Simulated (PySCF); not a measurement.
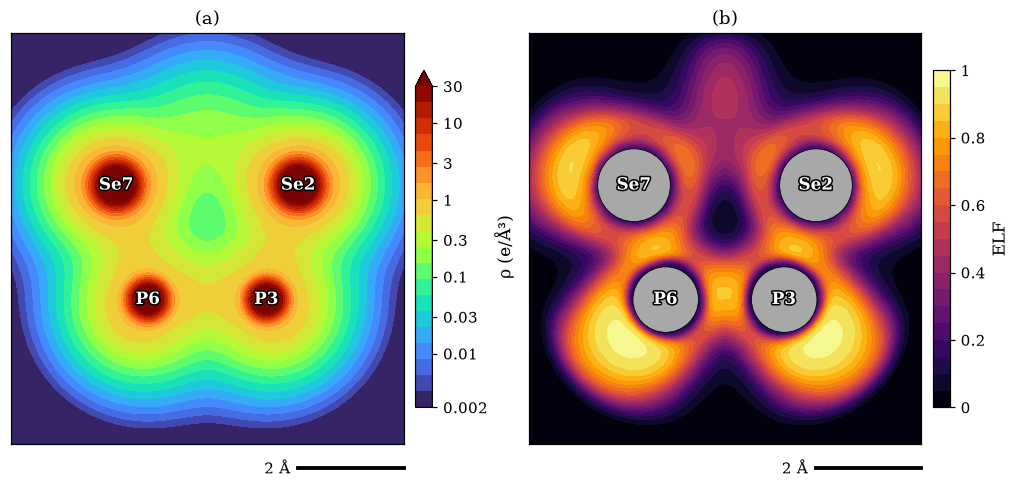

Figure. P$_{4}$Se$_{3}$. (a) electron density; (b) electron localisation function on the plane of atoms Se2, P3 and P6. Grey discs cover the atomic cores in the ELF map.

Geometry: PBE0-D3(BJ)/def2-SVP.

Theory: wB97X-D/def2-SVPD, SCF density, gas phase (PySCF 2.14.0).

```xyz
7

P     0.3615    1.7540   -0.2869
Se   -0.9191    1.1936    1.4841
P    -0.9512   -1.0450    1.2479
P     1.0209   -1.5783    0.3153
Se    2.1126    0.3705    0.0476
P    -0.8179   -1.4177   -0.9642
Se   -0.7149    0.6209   -1.9125
```

Q: Describe what can be read from this map.

A: The plane passes through Se and P nuclei.
P–P (2.25 Å): the density is about 0.71 e/Å³ at the midpoint; the ELF peaks at about 0.85 between the atoms: a shared electron pair.
P–Se (2.25 Å): ρ is about 0.75 e/Å³ halfway; the ELF peaks at about 0.85 between the atoms; a shared electron pair.
The ELF also peaks beside P6, P3, Se7 and Se2, away from the bonds: lone-pair regions.
